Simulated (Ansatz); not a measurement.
**C₃H₄Cl (SMILES [CH2-]/C=C\Cl) (charge −1): density, localisation and related maps**

The calculation's input:

```
basis:
  gaussian:
    orbitals: def2-TZVPD
crystal:
  periodic: [false, false, false]
  atoms:
    - {symbol: C, position_ang: [-2.072286, -0.156026, 1.868758]}
    - {symbol: C, position_ang: [-1.384775, 0.838783, 2.538663]}
    - {symbol: C, position_ang: [-0.126553, 0.898608, 3.154771]}
    - {symbol: Cl, position_ang: [1.051425, -0.441752, 2.761965]}
    - {symbol: H, position_ang: [-1.615037, -1.129143, 1.670597]}
    - {symbol: H, position_ang: [-3.111519, -0.003404, 1.565008]}
    - {symbol: H, position_ang: [-1.928380, 1.789653, 2.685498]}
    - {symbol: H, position_ang: [0.423296, 1.842955, 3.207035]}
total_charge: -1
hamiltonian:
  xc: pbe0
output: {forces: true, orbitals: {seedname: orbitals}}
```

Command:

```sh
ansatz run input.yaml --threads 2 --pin off --max-ram 4350MiB --events-out events.jsonl --progress --plain --runs-dir runs
```

Geometry: r2SCAN-D4/def2-SVPD; the highest occupied orbital lies above zero, a sign that basis and functional describe the outermost electron poorly.

These are results of isolated molecule in a Gaussian basis; Kohn-Sham density functional theory, functional PBE0 in Ansatz, not measurements.

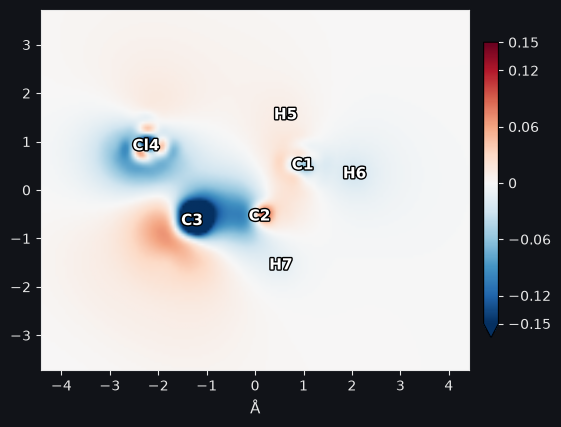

Figure 1. The HOMO on the plane of atoms C2, C1 and H6 (values in Å⁻³ᐟ²; the overall sign is arbitrary).

Where does this orbital lie, and at what energy?

Answer. By Hirshfeld shares it lies mainly on C3 (about 35 %), C1 (about 30 %), Cl4 (about 10 %) and C2 (about 10 %). Its energy is 0.69 eV.

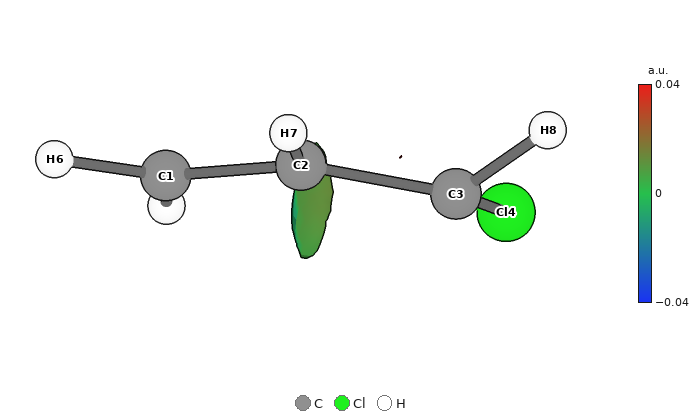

Figure 2. Non-covalent interaction (NCI) plot: the surface where the reduced density gradient is 0.6, for densities under 0.05 a.u., coloured by sign(λ₂)ρ; seen from one side.

Identify the weak interactions.

Answer. Between H5 and C1 on one side and Cl4 and C3 on the other: a weak contact, attractive (blue-green) on one side and crowded (olive to red) on the other.

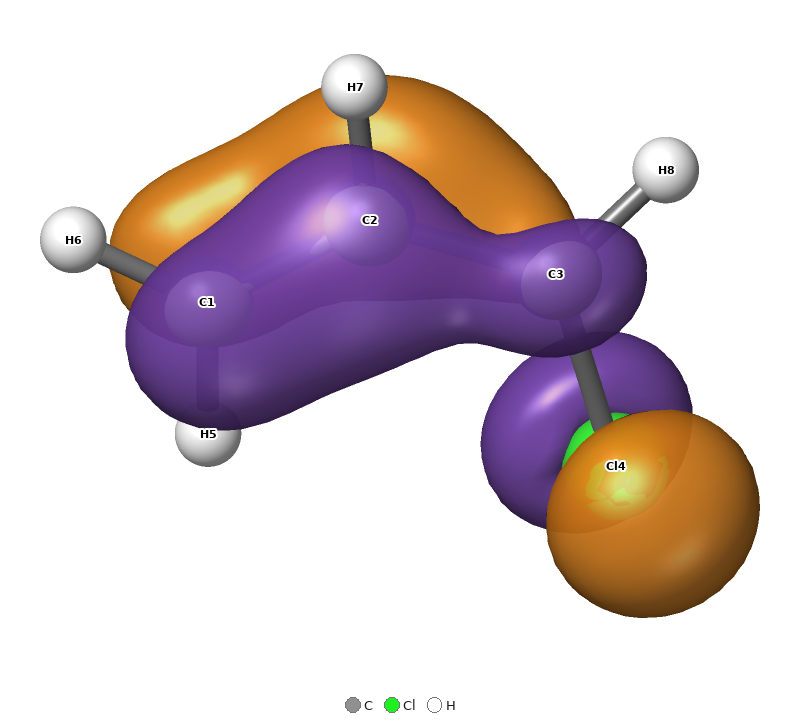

Figure 3. The HOMO−1 at ±0.15 Å⁻³ᐟ² (orange and purple are the two phases), seen at a tilt.

What is the character of this orbital?

Answer. It lies mainly on C2 (about 35 %), Cl4 (about 25 %), C1 (about 20 %) and C3 (about 10 %). Its energy is −2.62 eV.
